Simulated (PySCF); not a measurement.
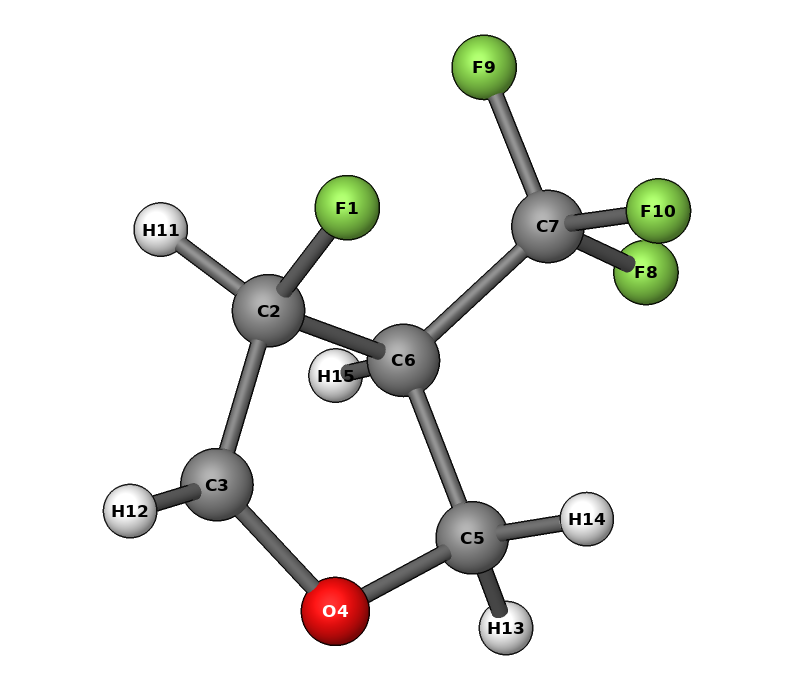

The questions are on Mulliken spin populations. Charge 0, doublet. The computed structure is the end point of a GFN2-xTB optimisation. No frequency run is at hand to confirm it as a minimum. Properties computed with UKS B3LYP, pcH-1 on C F H O, non-relativistic (PySCF 2.14.0).

List the Mulliken spin populations.

```json
{"atom": "F1", "value (e)": "0.04"}
{"atom": "C2", "value (e)": "−0.01"}
{"atom": "C3", "value (e)": "0.82"}
{"atom": "O4", "value (e)": "0.16"}
{"atom": "C5", "value (e)": "−0.01"}
{"atom": "C6", "value (e)": "0.00"}
{"atom": "C7", "value (e)": "0.00"}
{"atom": "F8", "value (e)": "0.00"}
{"atom": "F9", "value (e)": "0.00"}
{"atom": "F10", "value (e)": "0.00"}
{"atom": "H11", "value (e)": "0.01"}
{"atom": "H12", "value (e)": "−0.03"}
{"atom": "H13", "value (e)": "0.00"}
{"atom": "H14", "value (e)": "0.01"}
{"atom": "H15", "value (e)": "0.00"}
```

Mulliken values depend strongly on the basis set.
